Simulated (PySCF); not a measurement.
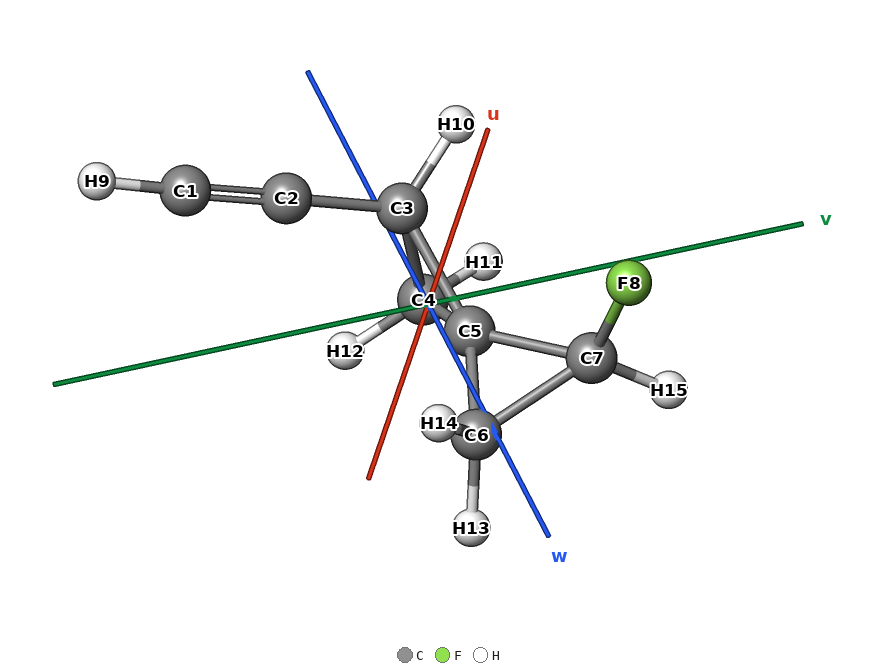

The lines u, v and w are the principal axes of the g tensor. The species has charge +1 and is a spin doublet. The computed structure is the end point of a GFN2-xTB optimisation. No frequency run is at hand to confirm it as a minimum. Method: UKS B3LYP, pcH-1 on C F H, non-relativistic, mean-field spin-orbit, GIAO (PySCF 2.14.0).

> Along which axis does g lie farthest from the free-electron value?

Along v: the shift is 6966 ppm.

Give the principal values and shifts.

| axis | g | shift (ppm) |
| --- | --- | --- |
| u | 2.00680 | 4480 |
| v | 2.00929 | 6966 |
| w | 2.00296 | 636 |
